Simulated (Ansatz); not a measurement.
# TaN (P-6m2): equation of state with a fit

Where is the equilibrium volume of TaN (P-6m2), and how stiff is it? Wanted for TaN (P-6m2): an equation of state with a fit.

Computed with the Python package of Ansatz 0.2.0. Level of theory: DFT PBEsol, plane waves, PAW.

## 1. The system

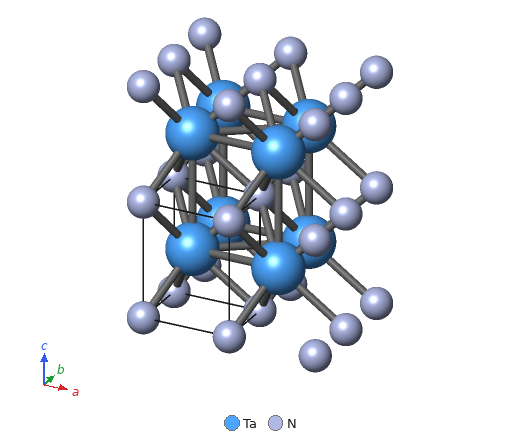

The starting structure, viewed slightly off an axis; tantalum blue, nitrogen light blue. 2×2×2 cells are drawn. Atoms on cell faces are repeated.

No structure file is read: the coordinates are typed or built in the script.

## 2. Script

File run_eos.py:

```python
'''Equation of state of TaN.'''

import warnings

import ansatz as az
import numpy as np
from pymatgen.analysis.eos import EOS

VECTORS = np.array([
    [2.938, 0.0, 0.0],
    [-1.469, 2.544383, 0.0],
    [0.0, 0.0, 2.883],
])
SITES = [
    ('Ta', [1 / 3, 2 / 3, 0.5]),
    ('N', [0.0, 0.0, 0.0]),
]


def make_crystal(cell):
    crystal = az.Crystal(lattice=az.Lattice.of(cell))
    for symbol, position in SITES:
        crystal = crystal.atom(symbol, position)
    return crystal

warnings.simplefilter('ignore', az.DeckWarning)

# scale the volume, keep shape and fractions
volumes, energies = [], []
for scale in np.linspace(0.94, 1.06, 7):
    cell = VECTORS * scale ** (1 / 3)
    model = (
        make_crystal(cell).calculation()
        .functional(az.Functional.PBESOL)
        .occupations('fermi_dirac', width=0.15)
        .basis(500)
        .kpoints(11, 11, 10)
    )
    data = model.run(threads=1).report
    volumes.append(abs(np.linalg.det(cell)) / len(SITES))
    energies.append(data['free_energy_ev'] / len(SITES))
    print(f'V = {volumes[-1]:8.4f} A^3/atom  F = {energies[-1]:.5f} eV/atom')

for form in ['vinet', 'pourier_tarantola', 'murnaghan']:
    fit = EOS(eos_name=form).fit(volumes, energies)
    print(f'{form:18s} V0 {fit.v0:8.4f} A^3/atom  B0 {fit.b0_GPa:7.1f} GPa  B1 {fit.b1:5.2f}')
```

## 3. What the engine is handed

The engine receives this input (first run):

```yaml
crystal:
  lattice:
    - [2.87802398740632, 0.0, 0.0]
    - [-1.43901199370316, 2.4924422420520265, 0.0]
    - [0.0, 0.0, 2.824146751426964]
  atoms:
    - { symbol: Ta, position: [0.3333333333333333, 0.6666666666666666, 0.5] }
    - { symbol: "N", position: [0.0, 0.0, 0.0] }
basis:
  ecutwfc: 500.0
kpoints:
  mp_grid:
    grid: [11, 11, 10]
hamiltonian:
  xc: pbesol
scf:
  occupations:
    method: fermi_dirac
    width: 0.15
```

## 4. Running it

Launch:

```bash
> python run_eos.py
```

The log of the run:

```text
V =  10.1292 A^3/atom  F = -5093.79736 eV/atom
V =  10.3448 A^3/atom  F = -5093.81728 eV/atom
V =  10.5603 A^3/atom  F = -5093.82577 eV/atom
V =  10.7758 A^3/atom  F = -5093.82401 eV/atom
V =  10.9913 A^3/atom  F = -5093.81303 eV/atom
V =  11.2068 A^3/atom  F = -5093.79380 eV/atom
V =  11.4223 A^3/atom  F = -5093.76715 eV/atom
vinet              V0  10.6283 A^3/atom  B0   363.2 GPa  B1  4.32
pourier_tarantola  V0  10.6284 A^3/atom  B0   363.4 GPa  B1  4.29
murnaghan          V0  10.6281 A^3/atom  B0   362.6 GPa  B1  4.39
```

Run time: 18 s. Hardware: 1 thread of Arm Neoverse V2, shared host; peak memory 0.45 GiB.

## 5. What changed from run to run

The engine's inputs for some of the other runs:

Run 3, against run 1:

```diff
@@ -3,3 +3,3 @@
-    - [2.87802398740632, 0.0, 0.0]
-    - [-1.43901199370316, 2.4924422420520265, 0.0]
-    - [0.0, 0.0, 2.824146751426964]
+    - [2.9182812850582915, 0.0, 0.0]
+    - [-1.4591406425291458, 2.5273060894896084, 0.0]
+    - [0.0, 0.0, 2.8636504236974316]
```

Run 5, against run 1:

```diff
@@ -3,3 +3,3 @@
-    - [2.87802398740632, 0.0, 0.0]
-    - [-1.43901199370316, 2.4924422420520265, 0.0]
-    - [0.0, 0.0, 2.824146751426964]
+    - [2.9574575206876124, 0.0, 0.0]
+    - [-1.4787287603438062, 2.561233709618689, 0.0]
+    - [0.0, 0.0, 2.9020932716618058]
```

Run 6, against run 1:

```diff
@@ -3,3 +3,3 @@
-    - [2.87802398740632, 0.0, 0.0]
-    - [-1.43901199370316, 2.4924422420520265, 0.0]
-    - [0.0, 0.0, 2.824146751426964]
+    - [2.976662328423681, 0.0, 0.0]
+    - [-1.4883311642118404, 2.5778655633701937, 0.0]
+    - [0.0, 0.0, 2.9209385612135708]
```

## 6. Run by run

The 7 runs, in the order started:

| run | volume (Å³/atom) | energy from run 3 (meV/atom) | SCF cycles | CPU time (s) |
| --- | --- | --- | --- | --- |
| 1 | 10.129 | 28.41 | 6 | 2.3 |
| 2 | 10.345 | 8.49 | 6 | 2.2 |
| 3 | 10.560 | 0.00 | 6 | 2.2 |
| 4 | 10.776 | 1.76 | 6 | 2.2 |
| 5 | 10.991 | 12.74 | 6 | 2.2 |
| 6 | 11.207 | 31.97 | 6 | 2.3 |
| 7 | 11.422 | 58.62 | 6 | 2.3 |

Energies are free energies F = E - TS of the smeared occupations. 

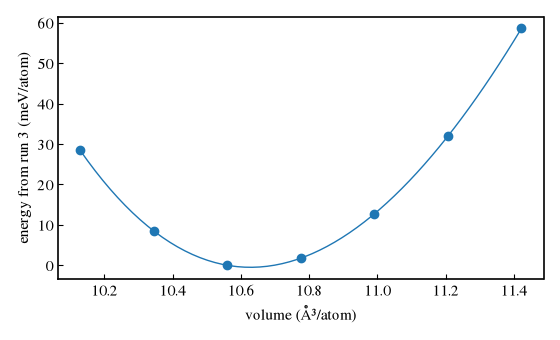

Energy against volume; the line is a third-order Birch-Murnaghan fit.

## 7. Summary of results

| quantity | value |
| --- | --- |
| runs compared | 7 |
| range of energy | 58.62 meV/atom |
| lowest point, volume (Å³/atom) | 10.560 |
| equilibrium volume (fit) | 10.63 Å³/atom |
| bulk modulus (fit) | 363 GPa |

**Reading.** A third-order Birch-Murnaghan fit through the 7 points has its minimum at 10.63 Å³ an atom, 1.4 % below the typed cell, with a bulk modulus of 363 GPa and dB/dP = 4.3. From that minimum the energy rises by 28.9 meV an atom on the compressed side and 59.1 meV on the expanded side. Notes:
- No spin polarisation was allowed.
- Shape and fractional positions are held along the curve, so the bulk modulus is an upper value where they are free to relax.
- The mesh is modest for a metal, so energies can be off by several to tens of meV an atom and pressures by half a GPa or more; differences at equal mesh fare better.
- Spin-orbit coupling, which matters for elements this heavy, is left out.
